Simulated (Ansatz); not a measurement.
# Cl2FGeH2N: rigid torsion scan, by script

The task is a rigid torsion scan, for Cl2FGeH2N. SMILES: [NH2][Ge]([F])([Cl])[Cl].

Program: the Python package of Ansatz 0.2.0. Level of theory: r2SCAN0/def2-SVP. These are calculated values, not measurements.

**1. The structure**

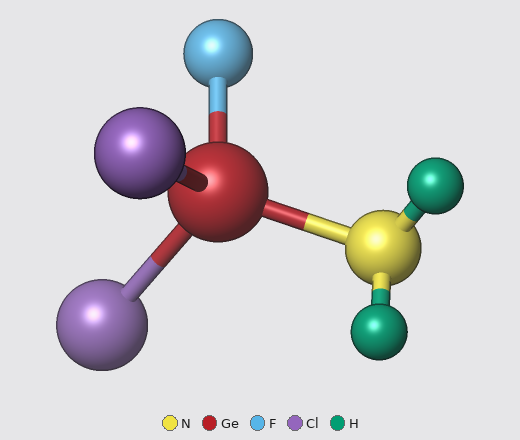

The structure that the script starts from, seen from a chosen angle (nitrogen yellow, germanium red, fluorine blue, chlorine purple, hydrogen teal).

The script holds or builds the structure itself.

**2. The code**

torsion_cl2fgeh2n.py

```python
"""Rigid torsion scan of Cl2FGeH2N."""

import warnings

import ansatz as az
from ase import Atoms

BASIS = "def2-SVP"
FUNCTIONAL = "r2scan0"
FORCE_TOL = 0.02

warnings.simplefilter("ignore", az.DeckWarning)

atoms = Atoms(["N", "Ge", "F", "Cl", "Cl", "H", "H"], positions=[
    [-0.2209, 0.5051, 1.1349],
    [0.1076, -0.4986, -0.3734],
    [1.3331, -1.6552, 0.0154],
    [-1.6028, -1.5386, -0.9929],
    [0.7959, 0.7677, -2.0053],
    [0.6019, 1.0953, 1.3476],
    [-0.9536, 1.2563, 0.828],
])

# relax first, so that the scan starts from a minimum
first = (
    az.Crystal.molecule_from_ase(atoms).calculation()
    .basis(gaussian=BASIS)
    .functional(FUNCTIONAL)
    .relax(force_tolerance=FORCE_TOL, max_steps=80)
)
atoms.positions = first.run(threads=1).report["positions_ang"]

start = atoms.get_dihedral(2, 1, 0, 5)
energies = {}
for turn in range(0, 360, 40):
    turned = atoms.copy()
    turned.set_dihedral(2, 1, 0, 5, start + turn, indices=[0, 5, 6])
    base = (
        az.Crystal.molecule_from_ase(turned).calculation()
        .basis(gaussian=BASIS)
        .functional(FUNCTIONAL)
    )
    energies[round((start + turn) % 360)] = base.run(threads=1).report["free_energy_ev"]
floor = min(energies.values())
print("dihedral F2-Ge1-N0-H5 (deg)   E - E(min) (kcal/mol)")
for angle, e in sorted(energies.items()):
    print(f"{angle:8d} {23.060548 * (e - floor):14.3f}  " + "#" * int(30 * (e - floor) / max(max(energies.values()) - floor, 1e-9)))
```

**3. The calls as engine input**

The engine receives this input (first run):

```yaml
crystal:
  periodic: [false, false, false]
  atoms:
    - { symbol: "N", position_ang: [-0.2209, 0.5051, 1.1349] }
    - { symbol: Ge, position_ang: [0.1076, -0.4986, -0.3734] }
    - { symbol: F, position_ang: [1.3331, -1.6552, 0.0154] }
    - { symbol: Cl, position_ang: [-1.6028, -1.5386, -0.9929] }
    - { symbol: Cl, position_ang: [0.7959, 0.7677, -2.0053] }
    - { symbol: H, position_ang: [0.6019, 1.0953, 1.3476] }
    - { symbol: H, position_ang: [-0.9536, 1.2563, 0.828] }
basis:
  gaussian:
    orbitals: def2-SVP
hamiltonian:
  xc: r2scan0
relax:
  f_tol: 0.02
  max_steps: 80
```

**4. Running it**

Command:

```
python torsion_cl2fgeh2n.py
```

**Question.** What results will this script give? Wanted: range of energy; lowest point, turn.

As calculated:

| quantity | value |
| --- | --- |
| runs compared | 9 |
| range of energy | 0.070 eV |
| lowest point, turn (°) | 0 |

The lowest point lies at a turn of 0°, the highest 0.070 eV (6.7 kJ/mol) above it at 80°. The grid can miss the true lowest and highest points, and the rest of the molecule is held rigid. Run 0: The relaxation took 13 moves; the largest shift is 0.395 Å, of atom 7 (H). The scan is rigid and the energies are electronic, in a modest basis. With rigid groups the curve can differ much from the relaxed path, the start wasn't checked as a minimum of this torsion, and equivalent turns needn't return to the same energy.
